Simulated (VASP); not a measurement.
# Geometry relaxation, with input and output: Be16N (part 2 of 4)

Continued. System: Be16N (defect cell, 17 atoms in the cell). Method: Kohn-Sham DFT of a periodic cell, PBE with D3(BJ), VASP PAW PBE potentials, recommended, no spin polarisation (VASP 6.6.1); cutoff 520 eV, 5×5×3 k-mesh, fermi-dirac of 0.05 eV. It belongs to a series of runs on one base structure; here: end point A relaxed.

Geometry of the input (Å; fractional positions):
```
-2.2900  -3.9664  0.0000
3.4350  -1.9832  0.0000
0.0000  0.0000  7.1769
Be 0.7500  0.5000  0.0000
Be 0.5000  0.3333  0.2500
Be 0.7500  0.5000  0.5000
Be 0.5000  0.3333  0.7500
Be 0.5000  0.0000  0.0000
Be 0.2500  0.8333  0.2500
Be 0.5000  0.0000  0.5000
Be 0.2500  0.8333  0.7500
Be 0.2500  0.5000  0.0000
Be -0.0000  0.3333  0.2500
Be 0.2500  0.5000  0.5000
Be -0.0000  0.3333  0.7500
Be 0.0000  0.0000  0.0000
Be 0.7500  0.8333  0.2500
Be 0.0000  0.0000  0.5000
Be 0.7500  0.8333  0.7500
N  0.4911  0.6741  0.6296
```

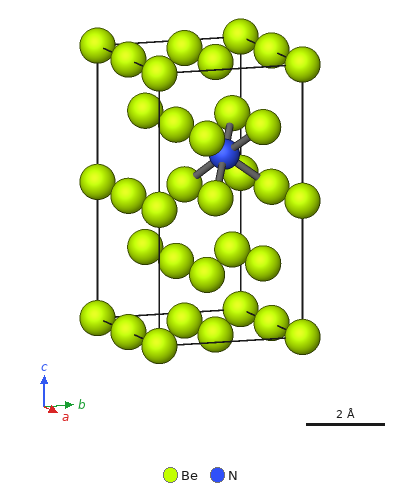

Fig. 1: The structure as given in the input (ball-and-stick view of the cell of the calculation, seen slightly off an axis; bonded neighbours outside the cell are drawn too).

Parts of OUTCAR, continued:
```
 Subroutine GETGRP returns: Found  1 space group operations
 (whereof  1 operations were pure point group operations)
 out of a pool of  8 trial point group operations.

The static configuration has the point symmetry C_1 .

Analysis of symmetry for dynamics (positions and initial velocities):
=====================================================================
 Subroutine PRICEL returns:
 Original cell was already a primitive cell.

 Routine SETGRP: Setting up the symmetry group for a
 simple orthorhombic supercell.

 Subroutine GETGRP returns: Found  1 space group operations
 (whereof  1 operations were pure point group operations)
 out of a pool of  8 trial point group operations.

The dynamic configuration has the point symmetry C_1 .

 Subroutine INISYM returns: Found  1 space group operations
 (whereof  1 operations are pure point group operations),
 and found     1 'primitive' translations

----------------------------------------------------------------------------------------

                                     Primitive cell

  volume of cell :     130.3755

  direct lattice vectors                    reciprocal lattice vectors
    -2.290000000 -3.966396000  0.000000000    -0.109170306 -0.189088533  0.000000000
     3.435000000 -1.983198000  0.000000000     0.218340611 -0.126059022  0.000000000
     0.000000000  0.000000000  7.176860000     0.000000000  0.000000000  0.139336702

  length of vectors
     4.579999697  3.966396262  7.176860000     0.218340626  0.252118027  0.139336702

  position of ions in fractional coordinates (direct lattice)
     0.750000000  0.500000000  0.000000000
     0.500000000  0.333333300  0.250000000
     0.750000000  0.500000000  0.500000000
     0.500000000  0.333333300  0.750000000
     0.500000000  0.000000000  0.000000000
     0.250000000  0.833333300  0.250000000
     0.500000000  0.000000000  0.500000000
     0.250000000  0.833333300  0.750000000
     0.250000000  0.500000000  0.000000000
     0.000000000  0.333333300  0.250000000
     0.250000000  0.500000000  0.500000000
     0.000000000  0.333333300  0.750000000
     0.000000000  0.000000000  0.000000000
     0.750000000  0.833333300  0.250000000
     0.000000000  0.000000000  0.500000000
     0.750000000  0.833333300  0.750000000
     0.491076900  0.674104400  0.629587700

  ion indices of the primitive-cell ions
   primitive index   ion index
                 1           1
                 2           2
                 3           3
                 4           4
                 5           5
                 6           6
                 7           7
                 8           8
                 9           9
                10          10
                11          11
                12          12
                13          13
                14          14
                15          15
                16          16
                17          17

----------------------------------------------------------------------------------------

 KPOINTS: regular mesh

Automatic generation of k-mesh.
 Grid dimensions read from file:
 generate k-points for:    5    5    3

 Generating k-lattice:

  Cartesian coordinates                     Fractional coordinates (reciprocal lattice)
    -0.021834061 -0.037817707  0.000000000     0.200000000  0.000000000  0.000000000
     0.043668122 -0.025211804  0.000000000     0.000000000  0.200000000  0.000000000
     0.000000000  0.000000000  0.046445567     0.000000000  0.000000000  0.333333333

  Length of vectors
     0.043668125  0.050423605  0.046445567

  Shift w.r.t. Gamma in fractional coordinates (k-lattice)
     0.000000000  0.000000000  0.000000000

 Subroutine IBZKPT returns following result:
 ===========================================

 Found     38 irreducible k-points:

 Following reciprocal coordinates:
            Coordinates               Weight
  0.000000  0.000000  0.000000      1.000000
  0.200000  0.000000  0.000000      2.000000
  0.400000  0.000000  0.000000      2.000000
  0.000000  0.200000  0.000000      2.000000
  0.200000  0.200000  0.000000      2.000000
 -0.200000  0.200000  0.000000      2.000000
  0.400000  0.200000  0.000000      2.000000
 -0.400000  0.200000  0.000000      2.000000
  0.000000  0.400000  0.000000      2.000000
  0.200000  0.400000  0.000000      2.000000
 -0.200000  0.400000  0.000000      2.000000
  0.400000  0.400000  0.000000      2.000000
 -0.400000  0.400000  0.000000      2.000000
  0.000000  0.000000  0.333333      2.000000
  0.200000  0.000000  0.333333      2.000000
  0.200000  0.000000 -0.333333      2.000000
  0.400000  0.000000  0.333333      2.000000
  0.400000  0.000000 -0.333333      2.000000
  0.000000  0.200000  0.333333      2.000000
  0.000000  0.200000 -0.333333      2.000000
  0.200000  0.200000  0.333333      2.000000
 -0.200000  0.200000 -0.333333      2.000000
  0.200000 -0.200000 -0.333333      2.000000
 -0.200000 -0.200000  0.333333      2.000000
 [... further k-points ...]
   k-points           NKPTS =     38   k-points in BZ     NKDIM =     38   number of bands    NBANDS=     27
   number of dos      NEDOS =    301   number of ions     NIONS =     17
   total plane-waves  NPLWV =  58320
   dimension x,y,z NGX =    36 NGY =   30 NGZ =   54
   dimension x,y,z NGXF=    72 NGYF=   60 NGZF=  108
   ions per type =              16   1
   NGX,Y,Z   is equivalent  to a cutoff of  13.07, 12.57, 12.51 a.u.
   NGXF,Y,Z  is equivalent  to a cutoff of  26.13, 25.15, 25.02 a.u.
 SYSTEM =  Be16N
   PREC   = accura    normal or accurate (medium, high low for compatibility)
   ISTART =      0    job   : 0-new  1-cont  2-samecut
   ICHARG =      2    charge: 1-file 2-atom 10-const
   ISPIN  =      1    spin polarized calculation?
   LNONCOLLINEAR =      F non collinear calculations
   LSORBIT =      F    spin-orbit coupling
   LASPH  =      T    aspherical Exc in radial PAW
   ENCUT  =  520.0 eV  38.22 Ry    6.18 a.u.   8.52  7.37 13.34*2*pi/ulx,y,z
   NELM   =     80;   NELMIN=  2; NELMDL= -5     # of ELM steps
   EDIFF  = 0.1E-05   stopping-criterion for ELM
   LREAL  =      T    real-space projection
   EDIFFG = -.3E-01   stopping-criterion for IOM
   NSW    =     80    number of steps for IOM
   IBRION =      2    ionic relax: 0-MD 1-quasi-New 2-CG
   NFREE  =      1    steps in history (QN), initial steepest desc. (CG)
   ISIF   =      2    stress and relaxation
   ISYM   =      2    0-nonsym 1-usesym 2-fastsym
   POTIM  = 0.5000    time-step for ionic-motion
   TEBEG  =    0.0;   TEEND  =   0.0 temperature during run
   PSTRESS=    0.0 pullay stress
   NELECT =      37.0000    total number of electrons
   NUPDOWN=      -1.0000    fix difference up-down
   EMIN   =  10.00;   EMAX   =-10.00  energy-range for DOS
   EFERMI =   0.00;   METHOD = LEGACY
   ISMEAR =    -1;   SIGMA  =   0.05  broadening in eV -4-tet -1-fermi 0-gaus
   EFERMI_NEDOS =   21; number of points for ismear=-14 and -15
   IALGO  =     68    algorithm
   IMIX   =      4    mixing-type and parameters
     AMIX     =   0.40;   BMIX     =  1.00
     AMIX_MAG =   1.60;   BMIX_MAG =  1.00
  volume/ion in A,a.u.               =       7.67        51.75
  Fermi-wavevector in a.u.,A,eV,Ry     =   1.075829  2.033023 15.747503  1.157409
  Thomas-Fermi vector in A             =   2.211697
   LORBIT       =      0    0 simple, 1 ext, 2 COOP (PROOUT), +10 PAW based schemes
   GGA     = PE    functional components
   LHFCALC =     F    Hartree Fock is set to
   AEXX    =    0.0000 exact exchange contribution
   IVDW    =    12    specifies the selected vdW correction
   LEPSILON=     F    determine dielectric tensor
   LRPA    =     F    only Hartree local field effects (RPA)
 conjugate gradient relaxation of ions
 non-spin polarized calculation
 RMM-DIIS sequential band-by-band and
  energy-cutoff  :      520.00
  volume of cell :      130.38
 maximum number of plane-waves:      3529
 NGX is ok and might be reduce to    36
   NGX = 17   NGY = 15   NGZ = 27

--------------------------------------- Ionic step        1  -------------------------------------------

 number of electron      36.9999999 magnetization

 Free energy of the ion-electron system (eV)
  ---------------------------------------------------
  ext. energy  EPLUGINS =         0.00000000
  ---------------------------------------------------
  free energy    TOTEN  =       -66.69162555 eV

  energy without entropy =      -66.67045785  energy(sigma->0) =      -66.68104170

------------------------ aborting loop because EDIFF is reached ----------------------------------------

 Edisp (eV)   -5.90903

 E8    (eV) :    -2.0265

  FORCE on cell =-STRESS in cart. coord.  units (eV):
  Direction    XX          YY          ZZ          XY          YZ          ZX
  --------------------------------------------------------------------------------------
  -------------------------------------------------------------------------------------
  Total      -0.23548    -0.42100     6.80234     0.13851     0.69118    -0.80272
  in kB      -2.89375    -5.17367    83.59358     1.70217     8.49383    -9.86461
  external pressure =       25.18 kB  Pullay stress =        0.00 kB

 VOLUME and BASIS-vectors are now :
 -----------------------------------------------------------------------------
  energy-cutoff  :      520.00
  volume of cell :      130.38
      direct lattice vectors                 reciprocal lattice vectors
    -2.290000000 -3.966396000  0.000000000    -0.109170306 -0.189088533  0.000000000
     3.435000000 -1.983198000  0.000000000     0.218340611 -0.126059022  0.000000000
     0.000000000  0.000000000  7.176860000     0.000000000  0.000000000  0.139336702

 POSITION                                       TOTAL-FORCE (eV/Angst)
 -----------------------------------------------------------------------------------
      0.00000     -3.96640      0.00000        -0.076042     -0.047169      0.254148
     -0.00000     -2.64426      1.79421        -0.050130      0.019246     -0.401610
      0.00000     -3.96640      3.58843        -0.339702     -0.207208     -0.363223
     -0.00000     -2.64426      5.38265         0.057707     -0.090833      0.880173
     -1.14500     -1.98320      0.00000         0.059797     -0.042691      0.509494
      2.29000     -2.64426      1.79421         0.063447      0.029897     -0.210446
     -1.14500     -1.98320      3.58843         0.115883     -0.130178     -1.061758
      2.29000     -2.64426      5.38265         1.546579      0.905070      1.366422
      1.14500     -1.98320      0.00000        -0.011865      0.092835      0.276488
      1.14500     -0.66107      1.79421         0.033371     -0.026677     -0.239055
      1.14500     -1.98320      3.58843        -0.093507      0.935925     -0.782490
      1.14500     -0.66107      5.38265        -0.966731      0.676878      0.472293
      0.00000      0.00000      0.00000        -0.067417      0.029796      0.200137
      1.14500     -4.62746      1.79421        -0.003688     -0.069579     -0.182936
      0.00000      0.00000      3.58843         1.060044     -0.498921     -0.523239
      1.14500     -4.62746      5.38265        -0.102418     -0.986072      0.762292
      1.19098     -3.28469      4.51846        -1.225328     -0.590320     -0.956689
 -----------------------------------------------------------------------------------
    total drift:                                0.000383      0.000281      0.000833

  FREE ENERGIE OF THE ION-ELECTRON SYSTEM (eV)
  ---------------------------------------------------
  free  energy   TOTEN  =       -72.6006587842 eV

  energy  without entropy=      -72.5794910920  energy(sigma->0) =      -72.59007494

--------------------------------------- Ionic step        2  -------------------------------------------

 number of electron      37.0000000 magnetization

------------------------ aborting loop because EDIFF is reached ----------------------------------------

 Edisp (eV)   -5.90910

 E8    (eV) :    -2.0267

  FORCE on cell =-STRESS in cart. coord.  units (eV):
  Direction    XX          YY          ZZ          XY          YZ          ZX
  --------------------------------------------------------------------------------------
  -------------------------------------------------------------------------------------
  Total      -1.76846    -2.09538     5.29205    -0.10513     0.82383    -1.25180
  in kB     -21.73251   -25.74997    65.03366    -1.29197    10.12404   -15.38328
  external pressure =        5.85 kB  Pullay stress =        0.00 kB

 VOLUME and BASIS-vectors are now :
 -----------------------------------------------------------------------------
  energy-cutoff  :      520.00
  volume of cell :      130.38
      direct lattice vectors                 reciprocal lattice vectors
    -2.290000000 -3.966396000  0.000000000    -0.109170306 -0.189088533  0.000000000
     3.435000000 -1.983198000  0.000000000     0.218340611 -0.126059022  0.000000000
     0.000000000  0.000000000  7.176860000     0.000000000  0.000000000  0.139336702

 POSITION                                       TOTAL-FORCE (eV/Angst)
 -----------------------------------------------------------------------------------
     -0.00367     -3.96867      0.01226        -0.036874     -0.031728      0.206528
     -0.00242     -2.64334      1.77484        -0.013273      0.014637     -0.370801
     -0.01639     -3.97639      3.57091        -0.565568     -0.454542     -0.553134
      0.00278     -2.64865      5.42511         0.288918     -0.101123      0.391633
     -1.14212     -1.98526      0.02458         0.020509     -0.004543      0.299781
      2.29306     -2.64282      1.78406         0.061854      0.047892     -0.208633
     -1.13941     -1.98948      3.53721        -0.417632      0.305473     -0.186810
      2.36461     -2.60060      5.44856        -0.609097     -0.270562     -0.457695
      1.14443     -1.97872      0.01334         0.007222      0.056149      0.190626
      1.14661     -0.66235      1.78268         0.066168     -0.004348     -0.271737
      1.14049     -1.93805      3.55068         0.189541      0.085748     -0.016209
     -1.19164     -4.59481      5.40543        -0.569811      0.286462      0.309917
      3.43175     -1.98176      0.00966         0.037897      0.045758      0.432167
      1.14482     -4.63082      1.78539        -0.011389     -0.073219     -0.239208
     -2.23886     -3.99047      3.56319         0.551196     -0.377118     -0.261463
      1.14006     -4.67503      5.41942         0.018686      0.044203      0.083709
      1.13187     -3.31317      4.47231         0.981654      0.430860      0.651330
 -----------------------------------------------------------------------------------
    total drift:                               -0.001359     -0.000924     -0.001864

  FREE ENERGIE OF THE ION-ELECTRON SYSTEM (eV)
  ---------------------------------------------------
  free  energy   TOTEN  =       -72.9705348357 eV

  energy  without entropy=      -72.9483462223  energy(sigma->0) =      -72.95944053

--------------------------------------- Ionic step        3  -------------------------------------------

 number of electron      37.0000000 magnetization

------------------------ aborting loop because EDIFF is reached ----------------------------------------

 Edisp (eV)   -5.90910

 E8    (eV) :    -2.0267

  FORCE on cell =-STRESS in cart. coord.  units (eV):
  Direction    XX          YY          ZZ          XY          YZ          ZX
  --------------------------------------------------------------------------------------
  -------------------------------------------------------------------------------------
  Total      -1.75625    -2.07111     5.32057    -0.11738     0.81132    -1.25774
  in kB     -21.58246   -25.45177    65.38424    -1.44244     9.97029   -15.45627
  external pressure =        6.12 kB  Pullay stress =        0.00 kB

 VOLUME and BASIS-vectors are now :
 -----------------------------------------------------------------------------
  energy-cutoff  :      520.00
  volume of cell :      130.38
      direct lattice vectors                 reciprocal lattice vectors
    -2.290000000 -3.966396000  0.000000000    -0.109170306 -0.189088533  0.000000000
     3.435000000 -1.983198000  0.000000000     0.218340611 -0.126059022  0.000000000
     0.000000000  0.000000000  7.176860000     0.000000000  0.000000000  0.139336702

 POSITION                                       TOTAL-FORCE (eV/Angst)
```
